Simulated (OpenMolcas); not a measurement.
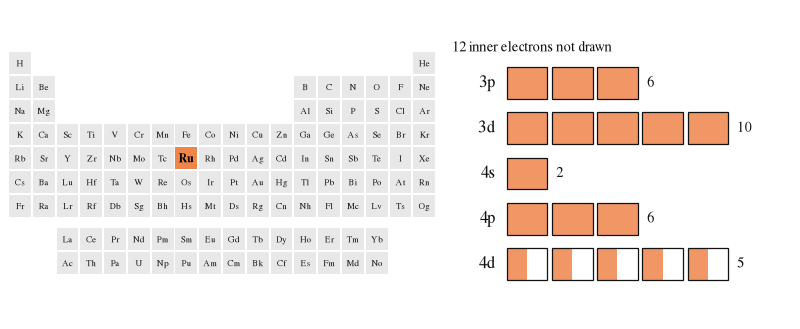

Left, the place of ruthenium in the periodic table; right, the outer shells of the leading configuration of the lowest level: a box for each of the 2l + 1 orbitals, shaded by the share of the shell that is filled, with the electron count at the right.

**Run report: Ru³⁺ complex, multiconfigurational calculation (part 1 of 2)**

- system: Ru³⁺ with 6 ligands (Cl; tetragonal octahedron, 2.28 Å), neutralised by 6 outer point charges of +0.5 e, whose field is part of the energies.
- method: state-averaged CASSCF, active space 5 electrons in the shell 4d, basis ANO-RCC-VDZP on the metal and ANO-RCC-VDZP on the ligands, DKH2 scalar Hamiltonian, spin-orbit coupling by RASSI with atomic mean-field integrals (OpenMolcas)

Output (extracts):
```
--- SEWARD ---
Basis set label: RU.ANO-RCC...6S5P3D1F.

      Electronic valence basis set:
      ------------------
      Associated Effective Charge  44.000000 au
      Associated Actual Charge     44.000000 au
      Nuclear Model: Point charge

      Shell  nPrim  nBasis  Cartesian Spherical Contaminant
         s      21       6        X
         p      18       5        X
         d      13       3                 X
         f       6       1                 X
                  Relativistic Douglas-Kroll-Hess integrals:
                    - DKH order of Hamiltonian: 2
                    - DKH order of Properties : 0
                  Atomic mean-field integrals
--- RASSCF ---
Wave function specifications:
      -----------------------------

      Number of closed shell electrons         144
      Number of electrons in active shells       5
      Max number of holes in RAS1 space          0
      Max nr of electrons in RAS3 space          0
      Number of inactive orbitals               72
      Number of active orbitals                  5
      Number of secondary orbitals              74
      Spin quantum number                      2.5
      State symmetry                             1
Orbital specifications:
      -----------------------

      Symmetry species                           1   2
                                                ag  au
      Frozen orbitals                            0   0
      Inactive orbitals                         36  36
      Active orbitals                            5   0
      RAS1 orbitals                              0   0
      RAS2 orbitals                              5   0
      RAS3 orbitals                              0   0
      Secondary orbitals                        34  40
      Deleted orbitals                           0   0
      Number of basis functions                 75  76
      Number of CSFs                             1
      Number of root(s) required                 1
      Iter CI   SX   CI       RASSCF       Energy    max ROT     max BLB   max BLB  Level Ln srch  Step   QN
          iter iter root      energy       change     param      element    value   shift minimum  type update
 Nr of preliminary CI iterations:   1
      Total energies have been shifted. Add                -7000.00 au
        1   1   10    1  -293.20481443    0.00E+00  -9.82E-02   41  47 1  2.08E-01*  1.19   0.00    SX    NO
        2   1   11    1  -293.67785184   -4.73E-01* -8.08E-02   36  39 1  1.02E-01*  0.96   0.00    SX    NO
        3   1   11    1  -293.80225232   -1.24E-01* -4.71E-02   36  39 1  5.73E-02*  0.86   0.00    SX    NO
        4   1   10    1  -293.83438522   -3.21E-02* -2.80E-02   36  39 1  3.39E-02*  0.82   0.00    SX    NO
        5   1   10    1  -293.84497662   -1.06E-02* -3.49E-02   36  39 1  2.19E-02*  0.81   2.50    LS   YES
        6   1    9    1  -293.85097546   -6.00E-03*  1.31E-02   41  47 1 -8.81E-03*  0.80   1.25    QN   YES
        7   1    9    1  -293.85206129   -1.09E-03*  6.75E-03    9  49 2 -3.92E-03*  0.80   1.53    LS   YES
        8   1    9    1  -293.85220887   -1.48E-04* -1.42E-03    7  47 2 -2.95E-03*  0.80   1.03    QN   YES
        9   1    8    1  -293.85233967   -1.31E-04* -8.12E-04   30  67 1 -1.29E-03*  0.80   1.58    LS   YES
       10   1    8    1  -293.85235991   -2.02E-05* -6.09E-04    9  49 2  2.45E-03*  0.80   1.01    QN   YES
       11   1    8    1  -293.85237413   -1.42E-05* -9.78E-04   36  39 1  4.87E-04*  0.80   1.50    QN   YES
       12   1    7    1  -293.85237854   -4.41E-06* -2.39E-04   30  67 1  1.77E-04*  0.80   1.16    QN   YES
       13   1    7    1  -293.85237914   -5.91E-07* -1.64E-04    8  48 2 -1.37E-04*  0.80   1.69    LS   YES
       14   1    7    1  -293.85237925   -1.17E-07* -3.79E-05    9  49 2 -1.36E-04*  0.80   1.00    QN   YES
       15   1    6    1  -293.85237934   -8.46E-08* -3.34E-05    9  46 2  3.36E-05   0.80   1.46    QN   YES
       16   1    5    1  -293.85237935   -1.71E-08* -1.54E-05   36  46 2  1.46E-05   0.80   1.25    QN   YES
       17   1    5    1  -293.85237936   -2.99E-09   1.11E-05    8  48 2  8.78E-06   0.80   1.52    QN   YES
      Convergence after 17 iterations
       18   1    5    1  -293.85237936   -8.83E-10   1.11E-05    9  46 2 -3.00E-06   0.80   1.52    QN   YES
      Natural orbitals and occupation numbers for root  1
      sym 1:   1.000000   1.000000   1.000000   1.000000   1.000000
::    RASSCF root number  1 Total energy:  -7293.85237936
--- RASSCF ---
Wave function specifications:
      -----------------------------

      Number of closed shell electrons         144
      Number of electrons in active shells       5
      Max number of holes in RAS1 space          0
      Max nr of electrons in RAS3 space          0
      Number of inactive orbitals               72
      Number of active orbitals                  5
      Number of secondary orbitals              74
      Spin quantum number                      1.5
      State symmetry                             1
Orbital specifications:
      -----------------------

      Symmetry species                           1   2
                                                ag  au
      Frozen orbitals                            0   0
      Inactive orbitals                         36  36
      Active orbitals                            5   0
      RAS1 orbitals                              0   0
      RAS2 orbitals                              5   0
      RAS3 orbitals                              0   0
      Secondary orbitals                        34  40
      Deleted orbitals                           0   0
      Number of basis functions                 75  76
      Number of CSFs                            24
      Number of root(s) required                24
      Iter CI   SX   CI       RASSCF       Energy    max ROT     max BLB   max BLB  Level Ln srch  Step   QN
          iter iter root      energy       change     param      element    value   shift minimum  type update
 Nr of preliminary CI iterations:   1
      Total energies have been shifted. Add                -7000.00 au
        1   1    9    0  -293.72948430    0.00E+00  -1.09E-02   40  46 1 -1.73E-02*  0.83   0.00    SX    NO
        2   1    9    0  -293.73162386   -2.14E-03*  7.95E-03   29  41 1  9.38E-03*  0.83   0.00    SX    NO
        3   1    9    0  -293.73253202   -9.08E-04*  5.40E-03   29  41 1  6.06E-03*  0.82   0.00    SX    NO
        4   1    9    0  -293.73294608   -4.14E-04* -3.84E-03   31  37 1 -4.30E-03*  0.82   0.00    SX    NO
        5   1    8    0  -293.73314024   -1.94E-04* -5.60E-03   31  37 1 -3.02E-03*  0.82   2.50    LS   YES
        6   1    8    0  -293.73329520   -1.55E-04* -2.87E-03   32  38 1 -1.14E-03*  0.82   1.52    LS   YES
        7   1    8    0  -293.73331569   -2.05E-05*  2.65E-04   28  42 1 -6.22E-04*  0.82   1.01    QN   YES
        8   1    7    0  -293.73331885   -3.16E-06*  2.71E-04   38  44 1  3.57E-04*  0.82   2.03    LS   YES
        9   1    7    0  -293.73331995   -1.09E-06*  2.42E-04   23  48 2 -5.12E-04*  0.82   1.00    QN   YES
       10   1    6    0  -293.73332072   -7.72E-07*  1.18E-04   29  41 1 -1.13E-04*  0.82   1.09    QN   YES
       11   1    6    0  -293.73332083   -1.11E-07*  1.41E-04   29  41 1 -7.96E-05   0.82   2.20    LS   YES
       12   1    6    0  -293.73332088   -4.71E-08*  3.26E-05   23  48 2  5.16E-05   0.82   1.01    QN   YES
       13   1    5    0  -293.73332089   -1.87E-08* -2.18E-05   22  44 2 -1.66E-05   0.82   1.42    QN   YES
       14   1    5    0  -293.73332090   -3.55E-09  -8.41E-06   40  46 1  6.37E-06   0.82   1.23    QN   YES
      Convergence after 14 iterations
       15   1    5    0  -293.73332090   -5.68E-10  -8.41E-06   30  46 2  3.17E-06   0.82   1.23    QN   YES
      Natural orbitals and occupation numbers for root  1
      sym 1:   1.989026   1.000000   1.000000   1.000000   0.010974
      Natural orbitals and occupation numbers for root  2
      sym 1:   1.001254   0.998838   0.011628   0.999922   1.988358
      Natural orbitals and occupation numbers for root  3
      sym 1:   1.001254   1.988358   0.011628   0.999922   0.998838
::    RASSCF root number  1 Total energy:  -7293.85107648
::    RASSCF root number  2 Total energy:  -7293.84824166
::    RASSCF root number  3 Total energy:  -7293.84824166
::    RASSCF root number  4 Total energy:  -7293.82720582
::    RASSCF root number  5 Total energy:  -7293.82720582
::    RASSCF root number  6 Total energy:  -7293.82374402
::    RASSCF root number  7 Total energy:  -7293.76418564
::    RASSCF root number  8 Total energy:  -7293.76032703
::    RASSCF root number  9 Total energy:  -7293.76022607
::    RASSCF root number 10 Total energy:  -7293.74474170
::    RASSCF root number 11 Total energy:  -7293.74474170
::    RASSCF root number 12 Total energy:  -7293.74440475
::    RASSCF root number 13 Total energy:  -7293.73932466
::    RASSCF root number 14 Total energy:  -7293.73897407
::    RASSCF root number 15 Total energy:  -7293.70902187
::    RASSCF root number 16 Total energy:  -7293.70125854
::    RASSCF root number 17 Total energy:  -7293.70125854
::    RASSCF root number 18 Total energy:  -7293.70079600
::    RASSCF root number 19 Total energy:  -7293.64007457
::    RASSCF root number 20 Total energy:  -7293.64007457
::    RASSCF root number 21 Total energy:  -7293.63790375
::    RASSCF root number 22 Total energy:  -7293.61806612
::    RASSCF root number 23 Total energy:  -7293.61430327
::    RASSCF root number 24 Total energy:  -7293.61430327
--- RASSCF ---
Wave function specifications:
      -----------------------------

      Number of closed shell electrons         144
      Number of electrons in active shells       5
      Max number of holes in RAS1 space          0
      Max nr of electrons in RAS3 space          0
      Number of inactive orbitals               72
      Number of active orbitals                  5
      Number of secondary orbitals              74
      Spin quantum number                      0.5
      State symmetry                             1
Orbital specifications:
      -----------------------

      Symmetry species                           1   2
                                                ag  au
      Frozen orbitals                            0   0
      Inactive orbitals                         36  36
      Active orbitals                            5   0
      RAS1 orbitals                              0   0
      RAS2 orbitals                              5   0
      RAS3 orbitals                              0   0
      Secondary orbitals                        34  40
      Deleted orbitals                           0   0
      Number of basis functions                 75  76
      Number of CSFs                            75
      Number of root(s) required                75
      Iter CI   SX   CI       RASSCF       Energy    max ROT     max BLB   max BLB  Level Ln srch  Step   QN
          iter iter root      energy       change     param      element    value   shift minimum  type update
 Nr of preliminary CI iterations:   1
      Total energies have been shifted. Add                -7000.00 au
        1   1    9    0  -293.66425757    0.00E+00  -7.17E-03   38  44 1 -1.01E-02*  0.81   0.00    SX    NO
        2   1    9    0  -293.66506404   -8.06E-04*  5.22E-03   31  37 1 -5.86E-03*  0.81   0.00    SX    NO
        3   1    9    0  -293.66541744   -3.53E-04*  3.67E-03   31  37 1 -4.11E-03*  0.81   0.00    SX    NO
        4   1    8    0  -293.66558302   -1.66E-04* -2.68E-03   32  38 1 -3.00E-03*  0.80   0.00    SX    NO
        5   1    8    0  -293.66566294   -7.99E-05* -3.95E-03   32  38 1 -2.17E-03*  0.80   2.50    LS   YES
        6   1    8    0  -293.66572913   -6.62E-05* -2.26E-03   32  38 1 -9.44E-04*  0.80   1.58    LS   YES
        7   1    8    0  -293.66573939   -1.03E-05*  3.05E-04   29  44 2 -3.65E-04*  0.80   1.01    QN   YES
        8   1    7    0  -293.66574140   -2.01E-06*  4.52E-04   38  44 1  2.73E-04*  0.80   2.49    LS   YES
        9   1    7    0  -293.66574253   -1.12E-06*  2.45E-04   22  48 2 -4.33E-04*  0.80   1.00    QN   YES
       10   1    6    0  -293.66574301   -4.82E-07* -9.65E-05   29  39 1  8.86E-05   0.80   1.05    QN   YES
       11   1    6    0  -293.66574310   -8.96E-08* -1.11E-04   29  39 1  5.14E-05   0.80   2.15    LS   YES
       12   1    6    0  -293.66574313   -3.48E-08* -1.69E-05   23  44 2 -2.90E-05   0.80   0.98    QN   YES
       13   1    5    0  -293.66574314   -5.82E-09  -7.74E-06   37  49 1  9.68E-06   0.80   1.41    QN   YES
      Convergence after 13 iterations
       14   1    5    0  -293.66574314   -1.15E-09  -7.74E-06   30  46 2  3.86E-06   0.80   1.41    QN   YES
      Natural orbitals and occupation numbers for root  1
      sym 1:   1.025874   1.963518   0.037779   0.009311   1.963518
      Natural orbitals and occupation numbers for root  2
      sym 1:   1.961933   1.961849   0.008603   0.040274   1.027341
      Natural orbitals and occupation numbers for root  3
      sym 1:   1.961933   1.027341   0.040274   0.008603   1.961849
::    RASSCF root number  1 Total energy:  -7293.88622106
::    RASSCF root number  2 Total energy:  -7293.88583484
::    RASSCF root number  3 Total energy:  -7293.88583484
::    RASSCF root number  4 Total energy:  -7293.80893129
::    RASSCF root number  5 Total energy:  -7293.80663626
::    RASSCF root number  6 Total energy:  -7293.80663626
::    RASSCF root number  7 Total energy:  -7293.80285053
::    RASSCF root number  8 Total energy:  -7293.79645103
::    RASSCF root number  9 Total energy:  -7293.79410299
::    RASSCF root number 10 Total energy:  -7293.79410299
::    RASSCF root number 11 Total energy:  -7293.78708039
::    RASSCF root number 12 Total energy:  -7293.78663256
::    RASSCF root number 13 Total energy:  -7293.76932703
::    RASSCF root number 14 Total energy:  -7293.76932703
::    RASSCF root number 15 Total energy:  -7293.76586852
::    RASSCF root number 16 Total energy:  -7293.76477928
::    RASSCF root number 17 Total energy:  -7293.76477928
::    RASSCF root number 18 Total energy:  -7293.76209922
::    RASSCF root number 19 Total energy:  -7293.74952781
::    RASSCF root number 20 Total energy:  -7293.73302287
::    RASSCF root number 21 Total energy:  -7293.73045388
::    RASSCF root number 22 Total energy:  -7293.72155047
::    RASSCF root number 23 Total energy:  -7293.71200057
::    RASSCF root number 24 Total energy:  -7293.71200057
::    RASSCF root number 25 Total energy:  -7293.71181167
::    RASSCF root number 26 Total energy:  -7293.70002212
::    RASSCF root number 27 Total energy:  -7293.69964554
::    RASSCF root number 28 Total energy:  -7293.69343303
::    RASSCF root number 29 Total energy:  -7293.69315970
::    RASSCF root number 30 Total energy:  -7293.69315970
```

(Continued in part 2.) Outcome of the run: converged.
